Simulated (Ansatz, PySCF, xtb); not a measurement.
dimethyl selenide (SMILES C[Se]C) and H2O (SMILES O) are pulled apart as rigid monomers along the line of their centres of mass, from the B3LYP-D3(BJ)/def2-TZVP minimum. Starting geometry (charge 0, multiplicity 1):
```csv
atom,x (Å),y (Å),z (Å)
C,-0.8942,1.6941,-0.2074
Se,0.5986,0.4493,0.0682
C,-0.4315,-1.2035,-0.1786
H,-1.6610,1.5131,0.5417
H,-0.4939,2.6989,-0.0909
H,-1.2924,1.5729,-1.2121
H,-1.2179,-1.2564,0.5702
H,0.2617,-2.0312,-0.0455
H,-0.8459,-1.2310,-1.1837
O,-1.1866,0.1932,2.9114
H,-0.8796,0.2379,3.8221
H,-0.3931,0.3146,2.3628
```

Interaction energies with rigid monomers; basis-set methods are counterpoise corrected unless marked otherwise.

Frozen-core correlation. Filled d and f shells under p-block atoms count as core. Rows in 3-21G carry no dispersion term and start afresh at each structure; the Pople sets are all-electron and without relativity.

Codes used: Ansatz (Gaussian basis) for Hartree–Fock, density functionals and correlated methods; PySCF for 3-21G rows, the dispersion terms; xtb for the GFN methods. Values without a source in brackets are computed.

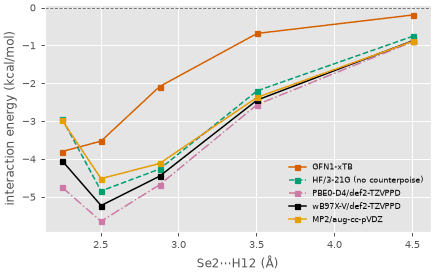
*Interaction energy against separation*

Q: Which level binds most strongly at Se2···H12 = 2.50, and by how much?

A: PBE0-D4/def2-TZVPPD, -5.6 kcal/mol.

Ansatz is a first-principles code.
